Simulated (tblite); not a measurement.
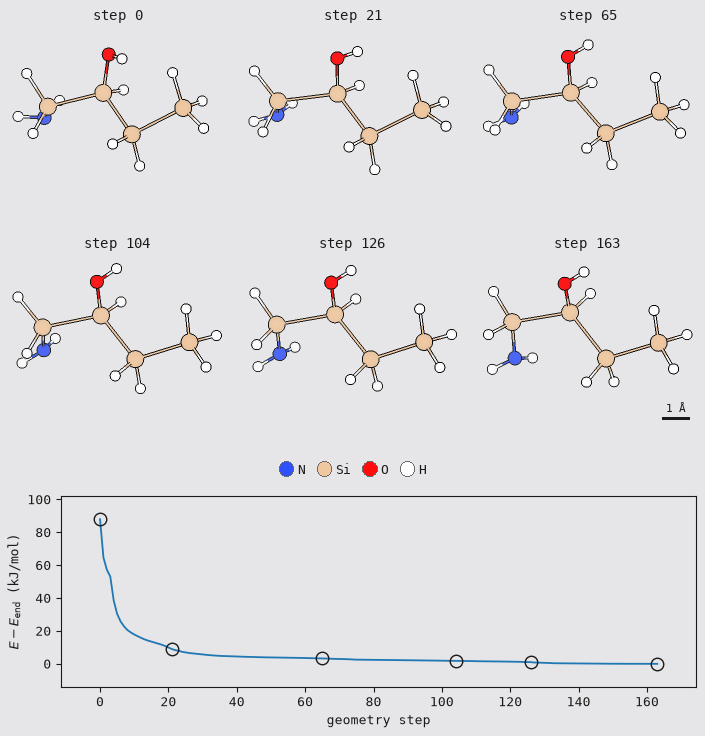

Frames of a relaxation of Si₄NH₁₁O, marked on the history of the run. Style: ball-and-stick. Shown at a tilt.

Theory: tblite 0.8.0, GFN2-xTB geometry optimisation, gas phase. 

Describe the path.

The energy falls by 88.0 kJ/mol in 163 geometry steps. The atom that moves furthest after the best rigid fit is an H atom (1.17 Å). By element the largest moves are H 1.17 Å, N 0.72 Å, O 0.66 Å, Si 0.54 Å. Among the contacts that change: Si–Si 2.196 → 2.302 Å, Si–Si 2.254 → 2.328 Å, O–Si 1.714 → 1.643 Å, N–Si 1.798 → 1.729 Å. Bond angles that change, for instance: Si–Si–O 114.3° → 100.6°, Si–Si–Si 103.6° → 116.6°, Si–O–H 111.2° → 122.7°. Groups turn about O–Si by about 60°, Si–Si by about 55°. The run took 2.5 s on 1 thread of Arm Neoverse N1 (shared host). From step 0 to 21: an H atom moves most (0.39 Å), energy −79.0 kJ/mol. From step 21 to 65: an H atom moves most (0.35 Å), energy −5.72 kJ/mol. From step 65 to 104: an H atom moves most (0.42 Å), energy −1.47 kJ/mol. From step 104 to 126: an H atom moves most (0.41 Å), energy −0.79 kJ/mol. From step 126 to 163: an H atom moves most (0.47 Å), energy −1.03 kJ/mol.
